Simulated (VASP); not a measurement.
**KHgH3: density, localisation and related maps**

```
K Hg H
1.0
     4.74000    0.00000    0.00000
     0.00000    4.74000    0.00000
     0.00000    0.00000    4.74000
K Hg H
1 1 3
Direct
  0.00000 0.00000 0.00000
  0.50000 0.50000 0.50000
  0.50000 0.50000 0.00000
  0.50000 0.00000 0.50000
  0.00000 0.50000 0.50000
```

Space group Pm-3m; a generated structure, not necessarily the stable one; computed pressure about −7 GPa in this cell.

These are results of Kohn-Sham DFT of a periodic cell, PBE, VASP PAW PBE potentials, recommended in VASP, not measurements.

In a PAW calculation such maps are meaningful between the atoms, not at the nuclei.

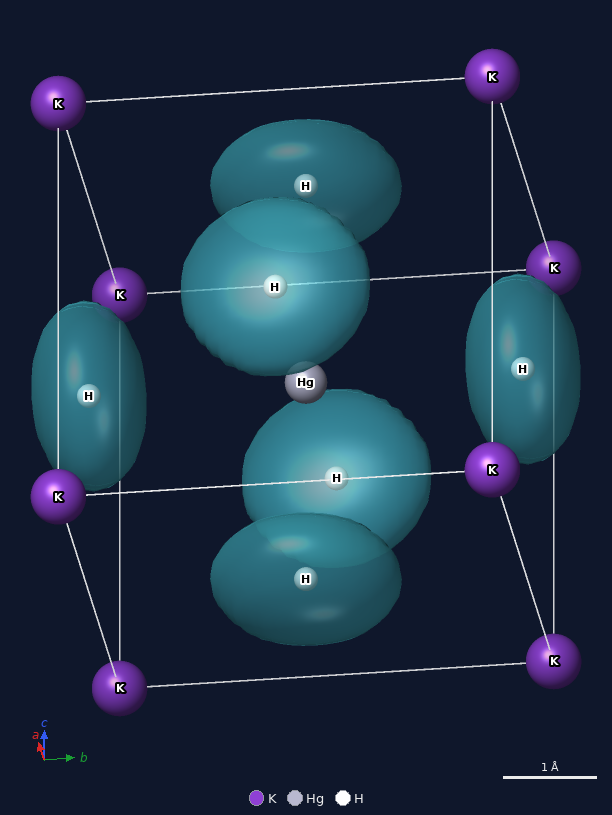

Figure 1. Isosurface of the electron localisation function at 0.85 (cyan), seen at an oblique angle. Only the valence region is drawn (cores and ρ < 0.01 e/Å³ removed).

Question: Identify the bonds, lone pairs and shells in this picture.

Answer: The ELF exceeds this value in three regions around hydrogen nuclei, counted in one cell of 5 atoms. Regions shared between cells count once.


Hg–H (2.37 Å): the ELF climbs to about 1 towards the hydrogen. K–H (3.35 Å): the ELF climbs to about 1 towards the hydrogen.

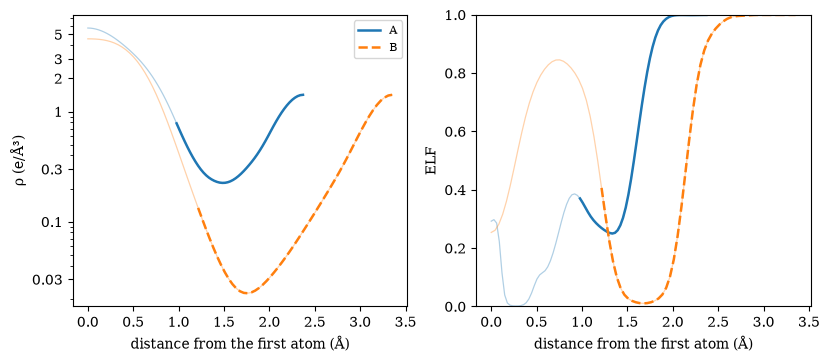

Figure 2. Valence electron density and electron localisation function along straight lines between neighbouring atoms. Thin, pale parts lie inside the atomic spheres.

Question: Which curve belongs to which contact (Hg–H and K–H)? The first atom named is at distance zero.

Answer: Curve A: Hg–H (2.37 Å): ρ is about 0.35 e/Å³ halfway; the ELF climbs to about 1 towards the hydrogen. Curve B: K–H (3.35 Å): ρ is about 0.02 e/Å³ halfway; the ELF climbs to about 1 towards the hydrogen.
